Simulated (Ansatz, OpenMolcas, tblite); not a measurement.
## GaCl3 (SMILES [Cl][Ga]([Cl])[Cl]): the vertical electron affinity, rung by rung

GaCl3 has 4 atoms, charge 0, and is taken as a singlet. As SMILES, `[Cl][Ga]([Cl])[Cl]`. The coordinates come from a PBE0-D4/def2-TZVP relaxation.

Each level gives the vertical electron affinity (to the doublet anion) (eV). The values are calculated.

The electron affinity is E(neutral) − E(anion): positive where the electron is bound.

```json
{"level": "GFN1-xTB", "kind": "semi-empirical", "program": "tblite", "value (eV)": "4.46", "CPU time (all runs)": "under 2 s"}
{"level": "HF/aug-cc-pVDZ", "kind": "Hartree–Fock", "program": "Ansatz", "value (eV)": "-0.41", "CPU time (all runs)": "2.1 min"}
{"level": "SVWN5/aug-cc-pVDZ", "kind": "LDA", "program": "OpenMolcas", "value (eV)": "0.88", "CPU time (all runs)": "98 s"}
{"level": "BLYP/aug-cc-pVDZ", "kind": "GGA", "program": "Ansatz", "value (eV)": "0.62", "CPU time (all runs)": "1.8 min"}
{"level": "M06-L/aug-cc-pVDZ", "kind": "meta-GGA", "program": "OpenMolcas", "value (eV)": "0.20", "CPU time (all runs)": "3.3 min"}
{"level": "BHLYP/aug-cc-pVDZ", "kind": "global hybrid", "program": "Ansatz", "value (eV)": "0.39", "CPU time (all runs)": "2 min"}
{"level": "CAM-B3LYP/aug-cc-pVDZ", "kind": "range-separated hybrid", "program": "Ansatz", "value (eV)": "0.57", "CPU time (all runs)": "1.9 min"}
{"level": "MP2/aug-cc-pVDZ", "kind": "perturbation theory", "program": "Ansatz", "value (eV)": "0.13", "CPU time (all runs)": "2.2 min"}
{"level": "CCSD(T)/aug-cc-pVDZ", "kind": "coupled cluster or CI", "program": "Ansatz", "value (eV)": "0.23", "CPU time (all runs)": "11 min"}
```

All-electron rows without a relativistic Hamiltonian named are non-relativistic. Where it was recorded, the anion's HOMO is positive in SVWN5/aug-cc-pVDZ, BLYP/aug-cc-pVDZ, M06-L/aug-cc-pVDZ, BHLYP/aug-cc-pVDZ, CAM-B3LYP/aug-cc-pVDZ: a fault of the level (basis or self-interaction), which says nothing on whether the real anion is bound. The values span -0.41 to 4.46 eV. The xTB values lack the empirical shift that such differences need. The coupled-cluster rows rest on a doubtful reference here (large T1 or Brueckner and Hartree–Fock orbitals at odds), and rows may lie in different states. In the correlated wave-function rows the outer d shell of Ga is correlated, in sets not made for it. CPU times are rough (shared hosts, several kinds of processor and program).

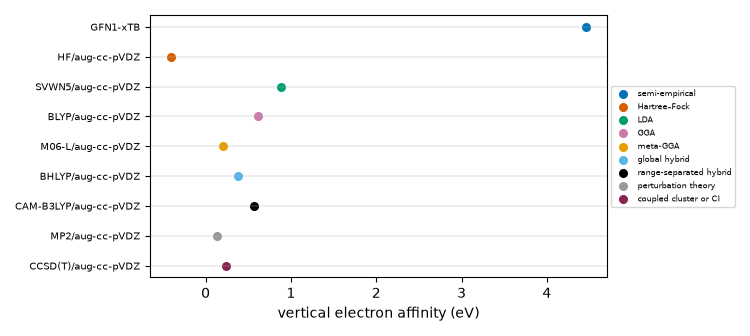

The values of the table, level by level.
